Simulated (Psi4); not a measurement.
**One shape, several levels: BNH4 (SMILES BN)**

We compute a comparison of 3 runs (B3LYP/6-31G*, LCCD/cc-pV(D+d)Z, MP2-F12/aug-cc-pVDZ) of BNH4. 

The results are computed with Psi4 1.11.

2 further runs of the same task are left out: 2 set aside as unsound or not needed.

### Step 1. The structure to begin with

BNH4: 6 atoms, total charge 0, spin state singlet. As SMILES, `BN`. The shape is that of a PBE0-D4/def2-TZVP optimisation.

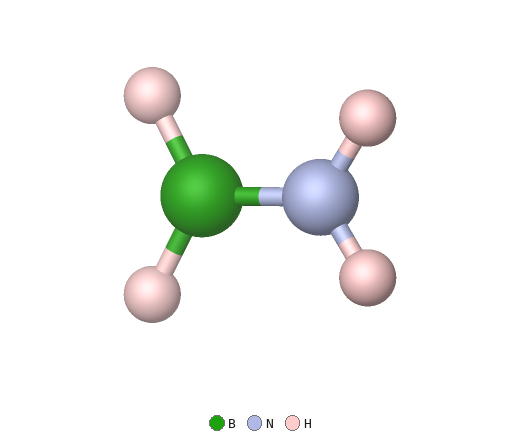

The structure, seen from a chosen angle (boron green, nitrogen light blue, hydrogen pink).

### Step 2. Energy and forces at B3LYP/6-31G(d) (Cartesian functions) (run 1)

The input, job.inp:

```
memory 1.6 GB

molecule system {
  0 1
  B
  N 1 r2
  H 1 r3 2 a3
  H 1 r4 3 a4 2 d4
  H 2 r5 1 a5 4 d5
  H 2 r6 5 a6 1 d6

  r2 = 1.384924
  r3 = 1.197064
  a3 = 119.00323
  r4 = 1.197036
  a4 = 121.98914
  d4 = 179.99388
  r5 = 1.005873
  a5 = 123.23009
  d5 = 0.00539
  r6 = 1.005781
  a6 = 113.53278
  d6 = -179.99309
  symmetry c1
  no_reorient
  no_com
}

set basis 6-31G*
set puream false
set e_convergence 1e-09
set d_convergence 1e-08
set scf_type pk
set dft_radial_points 99
set dft_spherical_points 590

energy_value = gradient('b3lyp')
```

On the command line:

```
$ psi4 job.inp job.out -n 1
```

job.out:

```text
[...]
  Running in c1 symmetry.
[...]
  Nuclear repulsion =   32.316088889946734
[...]
  Multiplicity = 1
[...]
  Nalpha       = 8
  Nbeta        = 8
[...]
    Number of basis functions: 38
[...]
   @RKS iter   1:   -81.83354625928249   -3.24098e-01   1.76995e-02 ADIIS/DIIS
[...]
   @RKS iter   9:   -82.03922740453721   -5.54223e-13   3.37676e-09 DIIS
[...]
    Orbital Energies [Eh]
    ---------------------
    Doubly Occupied:
       1A    -14.335118     2A     -6.729946     3A     -0.867465
       4A     -0.520090     5A     -0.512656     6A     -0.384827
       7A     -0.312646     8A     -0.295323
[...]
  @RKS Final Energy:   -82.03922740453721
   => Energetics <=
    Nuclear Repulsion Energy =             32.3160888899467338
    One-Electron Energy =                -173.5253649416769122
    Two-Electron Energy =                  69.2728334111698416
    DFT Exchange-Correlation Energy =     -10.1027847639768833
    Empirical Dispersion Energy =           0.0000000000000000
    VV10 Nonlocal Energy =                  0.0000000000000000
    Total Energy =                        -82.0392274045372147
[...]
 Multipole Moments:
 ------------------------------------------------------------------------------------
     Multipole            Electronic (a.u.)      Nuclear  (a.u.)        Total (a.u.)
 ------------------------------------------------------------------------------------
 L = 1.  Multiply by 2.5417464519 to convert [e a0] to [Debye]
 Dipole X            :          0.0000913            0.0000023            0.0000936
 Dipole Y            :         -0.0000102           -0.0000636           -0.0000738
 Dipole Z            :          0.4314758            0.4099023            0.8413781
 Magnitude           :                                                    0.8413781
[...]
  -Total Gradient:
     Atom            X                  Y                   Z
    ------   -----------------  -----------------  -----------------
       1        0.000008218321    -0.000019631695     0.006395471397
       2       -0.000004122969     0.000079250366    -0.000728067692
       3       -0.000003176558    -0.000031526308     0.000149472553
       4       -0.000002103622     0.000043280379     0.000151188236
       5        0.000000218904     0.003783040316    -0.002963927740
       6        0.000000966555    -0.003854413529    -0.003004468446
[...]
```

Wall time 4.8 s (1 thread of Intel Xeon 6975P-C (Granite Rapids), shared host); peak memory 0.6 GiB.

### Step 3. A single-point energy at LCCD/cc-pV(D+d)Z (fitted SCF) (run 2)

The input, calc.in:

```
memory 1600 mb

molecule {
  0 1
  B
  N 1 r2
  H 1 r3 2 a3
  H 1 r4 3 a4 2 d4
  H 2 r5 1 a5 4 d5
  H 2 r6 5 a6 1 d6

  r2 = 1.384924
  r3 = 1.197064
  a3 = 119.00323
  r4 = 1.197036
  a4 = 121.98914
  d4 = 179.99388
  r5 = 1.005873
  a5 = 123.23009
  d5 = 0.00539
  r6 = 1.005781
  a6 = 113.53278
  d6 = -179.99309
}

set {
  reference rhf
  scf_type df
  freeze_core true
  cc_type conv
}

energy("lccd/cc-pV(D+d)Z")
```

On the command line:

```
$ psi4 calc.in calc.out -n 1
```

calc.out:

```text
[...]
  Running in c1 symmetry.
[...]
  Nuclear repulsion =   32.316088889946727
[...]
  Multiplicity = 1
[...]
  Nalpha       = 8
  Nbeta        = 8
[...]
    Number of basis functions: 48
[...]
   @DF-RHF iter   1:   -81.43380270028265   -7.11316e-01   7.43785e-03 DIIS/ADIIS
[...]
   @DF-RHF iter  10:   -81.49922941630109   -4.09273e-12   3.58340e-09 DIIS
[...]
    Orbital Energies [Eh]
    ---------------------
    Doubly Occupied:
       1A    -15.559668     2A     -7.588122     3A     -1.159368
       4A     -0.714818     5A     -0.681121     6A     -0.548809
       7A     -0.457720     8A     -0.435555
[...]
  @DF-RHF Final Energy:   -81.49922941630109
   => Energetics <=
    Nuclear Repulsion Energy =             32.3160888899467267
    One-Electron Energy =                -173.3402746173545665
    Two-Electron Energy =                  59.5249563111067275
    Total Energy =                        -81.4992294163010911
[...]
 Multipole Moments:
 ------------------------------------------------------------------------------------
     Multipole            Electronic (a.u.)      Nuclear  (a.u.)        Total (a.u.)
 ------------------------------------------------------------------------------------
 L = 1.  Multiply by 2.5417464519 to convert [e a0] to [Debye]
 Dipole X            :          0.0000928            0.0000023            0.0000951
 Dipole Y            :         -0.0000184           -0.0000636           -0.0000820
 Dipole Z            :          0.3393644            0.4099023            0.7492666
 Magnitude           :                                                    0.7492666
[...]
      * SCS-MP2 total energy:                  -81.767040499226
[...]
      * MP2 total energy:                      -81.764050252579
[...]
```

Wall time 1.6 s (1 thread of Intel Xeon 6975P-C (Granite Rapids), shared host); peak memory 0.24 GiB.

### Step 4. A single-point energy at MP2-F12/aug-cc-pVDZ (density fitting, density fitting for correlation) (run 3)

The input, run.py:

```python
import numpy as np
from ase.calculators.psi4 import Psi4
from ase import Atoms

atoms = Atoms(['B', 'N', 'H', 'H', 'H', 'H'], positions=[
    [-0.128200, -0.679600, -0.025600],
    [0.146100, 0.677400, 0.010800],
    [0.225800, -1.368000, 0.887500],
    [-0.712000, -1.128700, -0.969200],
    [-0.121600, 1.313700, -0.720800],
    [0.632000, 1.121400, 0.771300],
])
calc = Psi4(atoms=atoms, method='mp2-f12', basis='aug-cc-pVDZ', memory='1600MB', num_threads=1, charge=0, multiplicity=1, label='bh4n', reference='rhf')
calc.psi4.set_options({'scf_type': 'df', 'freeze_core': True, 'e_convergence': 1e-10})
atoms.calc = calc

print(f'energy: {atoms.get_potential_energy():.6f} eV')
```

On the command line:

```
$ python run.py
```

bh4n.dat:

```text
[...]
  Running in c1 symmetry.
[...]
  Nuclear repulsion =   32.316093047941223
[...]
  Multiplicity = 1
[...]
  Nalpha       = 8
  Nbeta        = 8
[...]
    Number of basis functions: 82
[...]
   @DF-RHF iter   1:   -81.41222169780356   -7.51983e-01   5.34438e-03 ADIIS/DIIS
[...]
   @DF-RHF iter  10:   -81.50633028469191   -5.68434e-12   3.38108e-09 DIIS
[...]
    Orbital Energies [Eh]
    ---------------------
    Doubly Occupied:
       1A    -15.565366     2A     -7.591494     3A     -1.165061
       4A     -0.719978     5A     -0.685995     6A     -0.553890
       7A     -0.461960     8A     -0.439367
[...]
  @DF-RHF Final Energy:   -81.50633028469191
   => Energetics <=
    Nuclear Repulsion Energy =             32.3160930479412229
    One-Electron Energy =                -173.2786215033151507
    Two-Electron Energy =                  59.4561981706820077
    Total Energy =                        -81.5063302846919271
[...]
 Multipole Moments:
 ------------------------------------------------------------------------------------
     Multipole            Electronic (a.u.)      Nuclear  (a.u.)        Total (a.u.)
 ------------------------------------------------------------------------------------
 L = 1.  Multiply by 2.5417464519 to convert [e a0] to [Debye]
 Dipole X            :          0.0500210            0.0811556            0.1311766
 Dipole Y            :          0.2478959            0.4016450            0.6495409
 Dipole Z            :          0.0066761            0.0107185            0.0173946
 Magnitude           :                                                    0.6628825
[...]
```

The script printed:

```text
energy: -2228.082196 eV
```

It took 7.2 s on 1 thread of Intel Xeon 6975P-C (Granite Rapids), shared host; peak memory 0.98 GiB.

### Step 5. Overview of the runs

```
run                                                                   level      task  integrals  energy (Eh)  HOMO energy (eV)  LUMO energy (eV)  HOMO–LUMO gap (eV)  wall time
  1                                      B3LYP/6-31G* (Cartesian functions)  gradient         pk   -82.039227             -8.04              0.71                8.74      4.8 s
  2                                           LCCD/cc-pV(D+d)Z (fitted SCF)    energy         df   -81.797045            -11.85              4.18               16.04      1.6 s
  3  MP2-F12/aug-cc-pVDZ (density fitting, density fitting for correlation)    energy         df   -81.880511            -11.96              0.96               12.92      7.2 s
```

### Step 6. What came out

| quantity | value |
| --- | --- |
| run 3: total energy | -81.88051 Eh |
| run 3: HOMO energy (Hartree–Fock orbitals) | -11.96 eV |
| run 3: LUMO energy (Hartree–Fock orbitals) | 0.96 eV |
| run 3: HOMO–LUMO gap (Hartree–Fock orbitals) | 12.92 eV |
| run 3: correlation energy (2 core orbitals frozen) | -360.9 mEh |

All runs together took 14 s, the longest 7.2 s.
